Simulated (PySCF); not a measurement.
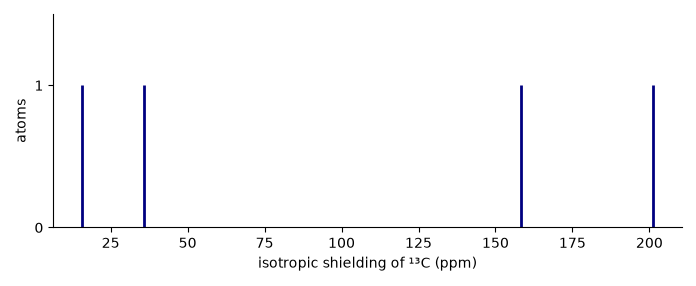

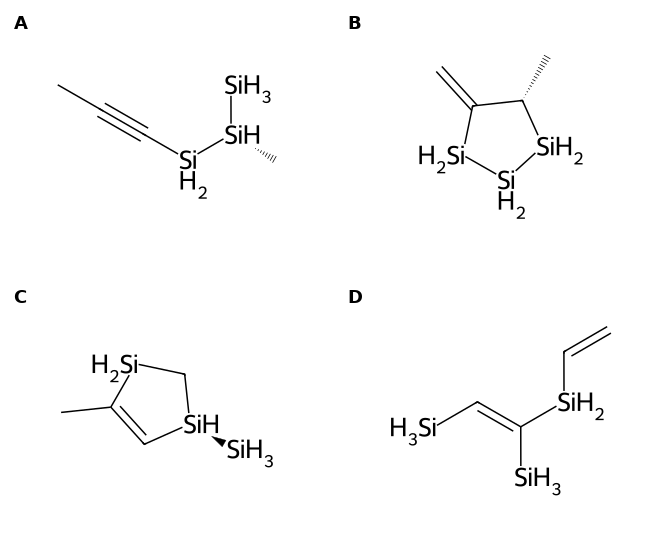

The sticks are computed shieldings of one of the molecules, for one fixed geometry (GFN2-xTB) without averaging over rotations. Low shielding means a high chemical shift. Method: GIAO PBE0/pcSseg-1 NMR shielding, non-relativistic, gas phase (PySCF 2.14.0).

Question: Which molecule gives this pattern?

Answer: C, `CC1=C[Si@H]([SiH3])C[SiH2]1`. Its 4 C atoms give lines at 15.6, 35.8, 158.4, 201.2 ppm.

The geometry is semi-empirical. Around Si such bond lengths and angles can be off by a tenth of an ångström or more and by several degrees, and values that hang on the shape move with them.
